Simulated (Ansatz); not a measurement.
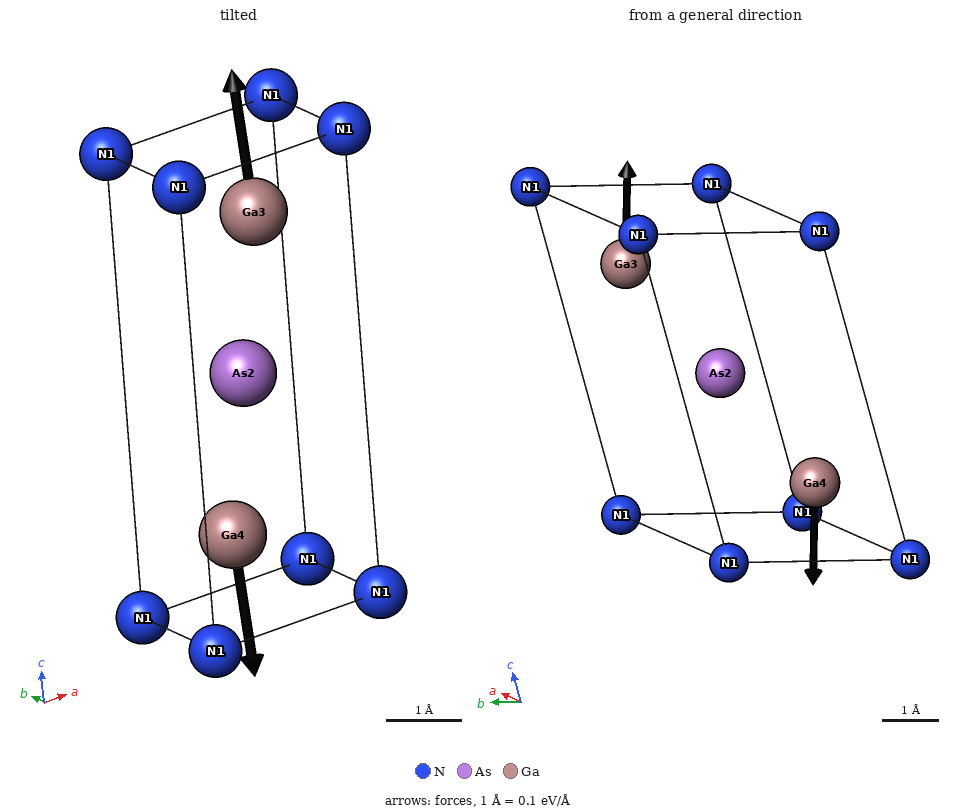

The image is a spheres-only drawing of a crystal, viewed slightly off an axis and from a general direction. The cell (the run's own, in a reduced setting) is outlined; an atom on or near a face, edge or corner is repeated at each equivalent position. The arrows are the computed forces on the atoms.

System: Ga2AsN. Setup: Ansatz, DFT, PBE with spin-orbit coupling, plane waves, PAW; plane waves up to 420 eV, k-points about 0.22 Å⁻¹ apart, Fermi-Dirac smearing of 0.02 eV, no moments seeded, so the run stays non-magnetic, spinor wavefunctions.

Do the forces show a relaxed structure?

No. The atoms still feel forces of up to about 0.15 eV/Å, above a usual threshold of 0.01 to 0.03 eV/Å.

Which atom is furthest from force balance?

Ga3 and Ga4, about 0.15 eV/Å.

Starting structure: a structure type filled with these elements by a generator (whether the compound takes this form wasn't checked). Earlier steps of the study may have refined or changed the cell and positions. It went into a calculation with Ansatz.
